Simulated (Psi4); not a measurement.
# CH3ClSi (SMILES C[Si]Cl) at M06-2X/6-311+G(d,p)

Aim: the energy change on altering one bond length of CH3ClSi at M06-2X/6-311+G**, from 2 runs. 

Program for the calculation: Psi4 1.11.

1 further run of the same task is left out (set aside as unsound or not needed).

### Step 1. The system as given

CH3ClSi: 6 atoms, total charge 0, spin state singlet. As SMILES, `C[Si]Cl`. The coordinates come from a PBE0-D4/def2-TZVP relaxation.

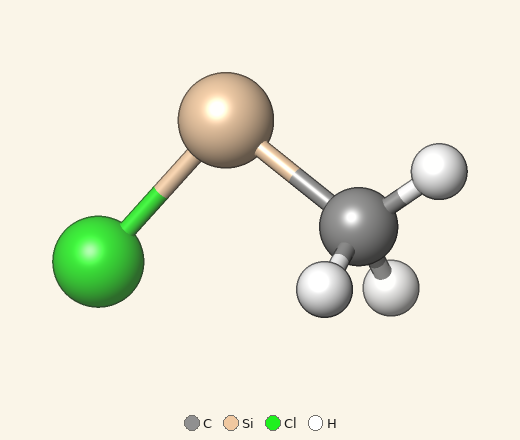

The structure, seen from a chosen angle (carbon grey, silicon light orange, chlorine green, hydrogen white).

### Step 2. Energy and forces at M06-2X/6-311+G(d,p)

Contents of ch3clsi.json:

```json
{
  "schema_name": "qcschema_input",
  "schema_version": 1,
  "molecule": {
    "schema_name": "qcschema_molecule",
    "schema_version": 2,
    "symbols": ["C", "Si", "Cl", "H", "H", "H"],
    "geometry": [-0.79538573, 0.71091497, -0.3346705, 0.4312355, -1.21339314, 2.40581033, 3.51054422, -2.8986509, 0.58298051, 0.6685851, 2.0140701, -1.00420046, -2.47308458, 1.79505085, 0.18916159, -1.26252602, -0.52912331, -1.92638681],
    "molecular_charge": 0,
    "molecular_multiplicity": 1,
    "fix_symmetry": "c1",
    "fix_com": true,
    "fix_orientation": true
  },
  "driver": "gradient",
  "model": {
    "method": "m06-2x",
    "basis": "6-311+G**"
  },
  "keywords": {
    "reference": "rks",
    "puream": true,
    "e_convergence": 1e-09,
    "d_convergence": 1e-08,
    "scf_type": "pk",
    "dft_radial_points": 99,
    "dft_spherical_points": 590
  }
}
```

Launch:

```console
$ psi4 --qcschema ch3clsi.json -n 1 --memory 1600MB
```

stdout:

```text
[...]
  Running in c1 symmetry.
[...]
  Nuclear repulsion =  128.153233365116364
[...]
  Multiplicity = 1
[...]
  Nalpha       = 20
  Nbeta        = 20
[...]
    Number of basis functions: 100
[...]
   @RKS iter   1:  -789.36616509849580   -3.03832e-01   6.99158e-03 DIIS/ADIIS
[...]
   @RKS iter  11:  -789.58402897633766   -9.09495e-12   7.44802e-09 DIIS
[...]
    Orbital Energies [Eh]
    ---------------------
    Doubly Occupied:
       1A   -102.661741     2A    -67.048988     3A    -10.528834
       4A     -9.805266     5A     -7.528064     6A     -7.525461
       7A     -7.523973     8A     -5.594089     9A     -3.904755
      10A     -3.902608    11A     -3.899123    12A     -0.921574
      13A     -0.802004    14A     -0.553822    15A     -0.490229
      16A     -0.484730    17A     -0.425790    18A     -0.399498
      19A     -0.388800    20A     -0.287366
[...]
  @RKS Final Energy:  -789.58402897633766
   => Energetics <=
    Nuclear Repulsion Energy =            128.1532333651163640
    One-Electron Energy =               -1344.7056721187764197
    Two-Electron Energy =                 453.3900626794484765
    DFT Exchange-Correlation Energy =     -26.4216529021260556
    Empirical Dispersion Energy =           0.0000000000000000
    VV10 Nonlocal Energy =                  0.0000000000000000
    Total Energy =                       -789.5840289763376632
[...]
 Multipole Moments:
 ------------------------------------------------------------------------------------
     Multipole            Electronic (a.u.)      Nuclear  (a.u.)        Total (a.u.)
 ------------------------------------------------------------------------------------
 L = 1.  Multiply by 2.5417464519 to convert [e a0] to [Debye]
 Dipole X            :        -58.5066053           57.8772089           -0.6293965
 Dipole Y            :         59.2274159          -58.7190818            0.5083341
 Dipole Z            :        -38.9233134           38.8425646           -0.0807487
 Magnitude           :                                                    0.8130583
[...]
  -Total Gradient:
     Atom            X                  Y                   Z
    ------   -----------------  -----------------  -----------------
       1        0.000079301155    -0.000469371382     0.001171283813
       2        0.003635179879    -0.000964942051    -0.004988482400
       3       -0.003421876301     0.001542897540     0.002928462949
       4        0.000323103121    -0.000001502537     0.000266305644
       5       -0.000563540680     0.000246541800     0.000477054201
       6        0.000021033384    -0.000402321075     0.000126402715
[...]
```

The result, in JSON:

```text
{
 "driver": "gradient",
 "model": {
  "method": "m06-2x",
  "basis": "6-311+G**"
 },
 "success": true,
 "return_result": [7.930115456636355e-05, -0.0004693713821466092, 0.0011712838129159728, 0.003635179878750394, -0.0009649420510676023, -0.004988482400218014, -0.003421876301070277, 0.0015428975398684604, 0.002928462949280994, 0.0003231031213790647, -1.5025369955734558e-06, 0.00026630564389047706, -0.0005635406798181614, 0.00024654179970196033, 0.00047705420125678313, 2.103338368061175e-05, -0.0004023210750387224, 0.00012640271527422642],
 "properties": {
  "calcinfo_nbasis": 100,
  "calcinfo_nmo": 100,
  "calcinfo_nalpha": 20,
  "calcinfo_nbeta": 20,
  "calcinfo_natom": 6,
  "nuclear_repulsion_energy": 128.15323336511636,
  "return_energy": -789.5840289763377,
  "return_gradient": [7.930115456636355e-05, -0.0004693713821466092, 0.0011712838129159728, 0.003635179878750394, -0.0009649420510676023, -0.004988482400218014, -0.003421876301070277, 0.0015428975398684604, 0.002928462949280994, 0.0003231031213790647, -1.5025369955734558e-06, 0.00026630564389047706, -0.0005635406798181614, 0.00024654179970196033, 0.00047705420125678313, 2.103338368061175e-05, -0.0004023210750387224, 0.00012640271527422642],
  "scf_one_electron_energy": -1344.7056721187764,
  "scf_two_electron_energy": 453.3900626794485,
  "scf_xc_energy": -26.421652902126056,
  "scf_dipole_moment": [-0.629396466536015, 0.5083341375121222, -0.08074874840832535],
  "scf_total_energy": -789.5840289763377,
  "scf_total_gradient": [7.930115456636355e-05, -0.0004693713821466092, 0.0011712838129159728, 0.003635179878750394, -0.0009649420510676023, -0.004988482400218014, -0.003421876301070277, 0.0015428975398684604, 0.002928462949280994, 0.0003231031213790647, -1.5025369955734558e-06, 0.00026630564389047706, -0.0005635406798181614, 0.00024654179970196033, 0.00047705420125678313, 2.103338368061175e-05, -0.0004023210750387224, 0.00012640271527422642],
  "scf_iterations": 11
 }
}
```

Wall time 22 s (1 thread of Intel Xeon 6975P-C (Granite Rapids), shared host); peak memory 0.79 GiB.

### Step 3. The distorted shape

Contents of job.py:

```python
import psi4

psi4.set_memory('1600 MB')
psi4.set_num_threads(1)
psi4.core.set_output_file('psi4.out', False)

m = psi4.geometry("""
0 1
C      0.04351850     0.16881112    -0.59660355
Si     1.27013973    -1.75549699     2.14387728
Cl     4.34944845    -3.44075475     0.32104746
H      1.50748933     1.47196626    -1.26613351
H     -2.47308458     1.79505085     0.18916159
H     -0.42362180    -1.07122716    -2.18831986
units au
symmetry c1
no_reorient
no_com
""")

psi4.set_options({
    'basis': '6-311+G**',
    'puream': True,
    'e_convergence': 1e-09,
    'd_convergence': 1e-08,
    'scf_type': 'pk',
    'dft_radial_points': 99,
    'dft_spherical_points': 590,
})

energy_value, wavefunction = psi4.gradient("m06-2x", molecule=m, return_wfn=True)
psi4.oeprop(wavefunction, "DIPOLE", "LOWDIN_CHARGES", "MAYER_INDICES")
print('gradient / Eh bohr^-1')
print(energy_value.np.round(6))
print(f'energy = {wavefunction.energy():.10f} Eh')
for k, v in sorted(psi4.core.scalar_variables().items()):
    print(f'{k:45s} {v:18.10f}')
```

Launch:

```console
$ python job.py
```

psi4.out:

```text
[...]
  Running in c1 symmetry.
[...]
  Nuclear repulsion =  126.384913259280495
[...]
  Multiplicity = 1
[...]
  Nalpha       = 20
  Nbeta        = 20
[...]
    Number of basis functions: 100
[...]
   @RKS iter   1:  -789.26557122927227   -3.73211e-01   6.95002e-03 ADIIS/DIIS
[...]
   @RKS iter  11:  -789.50676043255123   -1.13687e-11   9.15102e-09 DIIS
[...]
    Orbital Energies [Eh]
    ---------------------
    Doubly Occupied:
       1A   -102.666584     2A    -67.053020     3A    -10.570298
       4A     -9.810089     5A     -7.532840     6A     -7.530213
       7A     -7.528854     8A     -5.597940     9A     -3.908444
      10A     -3.906338    11A     -3.902986    12A     -0.926199
      13A     -0.784210    14A     -0.554165    15A     -0.492157
      16A     -0.446601    17A     -0.418002    18A     -0.403872
      19A     -0.369114    20A     -0.291322
[...]
  @RKS Final Energy:  -789.50676043255123
   => Energetics <=
    Nuclear Repulsion Energy =            126.3849132592804949
    One-Electron Energy =               -1341.0332415777193091
    Two-Electron Energy =                 451.5028650941857791
    DFT Exchange-Correlation Energy =     -26.3612972082981969
    Empirical Dispersion Energy =           0.0000000000000000
    VV10 Nonlocal Energy =                  0.0000000000000000
    Total Energy =                       -789.5067604325512320
[...]
  -Total Gradient:
     Atom            X                  Y                   Z
    ------   -----------------  -----------------  -----------------
       1        0.056039094516    -0.035959814000    -0.018153372266
       2        0.009315383951    -0.003333950063    -0.010376656661
       3       -0.003145511556     0.000566857275     0.005053208552
       4        0.006454659175    -0.005984483797    -0.000867279852
       5       -0.076285253913     0.048999421113     0.024623243194
       6        0.007697306367    -0.004349676146    -0.000267723904
[...]
 Multipole Moments:
 ------------------------------------------------------------------------------------
     Multipole            Electronic (a.u.)      Nuclear  (a.u.)        Total (a.u.)
 ------------------------------------------------------------------------------------
 L = 1.  Multiply by 2.5417464519 to convert [e a0] to [Debye]
 Dipole X            :        -91.0819126           90.5944738           -0.4874388
 Dipole Y            :         80.2652615          -79.8611319            0.4041295
 Dipole Z            :        -28.7180783           28.6271757           -0.0909026
 Magnitude           :                                                    0.6396722
[...]
```

The script printed:

```text
gradient / Eh bohr^-1
[[ 0.056039 -0.03596  -0.018153]
 [ 0.009315 -0.003334 -0.010377]
 [-0.003146  0.000567  0.005053]
 [ 0.006455 -0.005984 -0.000867]
 [-0.076285  0.048999  0.024623]
 [ 0.007697 -0.00435  -0.000268]]
energy = -789.5067604326 Eh
CURRENT ENERGY                                   -789.5067604326
CURRENT REFERENCE ENERGY                         -789.5067604326
DD SOLVATION ENERGY                                 0.0000000000
DFT FUNCTIONAL TOTAL ENERGY                      -789.5067604326
DFT TOTAL ENERGY                                 -789.5067604326
DFT VV10 ENERGY                                     0.0000000000
DFT XC ENERGY                                     -26.3612972083
GRID ELECTRONS ALPHA                               20.0000003287
GRID ELECTRONS BETA                                20.0000003287
GRID ELECTRONS TOTAL                               40.0000006574
NUCLEAR REPULSION ENERGY                          126.3849132593
ONE-ELECTRON ENERGY                             -1341.0332415777
PCM POLARIZATION ENERGY                             0.0000000000
PE ENERGY                                           0.0000000000
SCF ITERATION ENERGY                             -789.5067604326
SCF ITERATIONS                                     11.0000000000
SCF TOTAL ENERGY                                 -789.5067604326
TWO-ELECTRON ENERGY                               451.5028650942
XC GRID RADIAL POINTS                              99.0000000000
XC GRID SPHERICAL POINTS                          590.0000000000
XC GRID TOTAL POINTS                           337835.0000000000
```

Run time: 22 s. Hardware: 1 thread of Intel Xeon 6975P-C (Granite Rapids), shared host; peak memory 0.8 GiB.

### Step 4. Outcome

Level: M06-2X/6-311+G**.

```
                                                         quantity          value
                                        first shape: total energy  -789.58403 Eh
                                       first shape: dipole moment         2.07 D
                                         first shape: HOMO energy       -7.82 eV
                                         first shape: LUMO energy       -1.85 eV
                                       first shape: HOMO–LUMO gap        5.97 eV
                            first shape: largest force on an atom     0.321 eV/Å
                                    distorted shape: total energy  -789.50676 Eh
                                   distorted shape: dipole moment         1.63 D
                                     distorted shape: HOMO energy       -7.93 eV
                                     distorted shape: LUMO energy       -1.90 eV
                                   distorted shape: HOMO–LUMO gap        6.02 eV
                        distorted shape: largest force on an atom     4.831 eV/Å
energy change with the C1–H5 bond stretched from 1.093 to 1.639 Å       2.103 eV
```

In words: With the C1–H5 bond stretched from 1.093 to 1.639 Å the energy rises by 2.10 eV (48 kcal/mol). The first shape isn't relaxed at this level, so the change isn't measured from a minimum. The largest force (first shape) is 0.32 eV/Å: the shape isn't a stationary point for this species at this level.
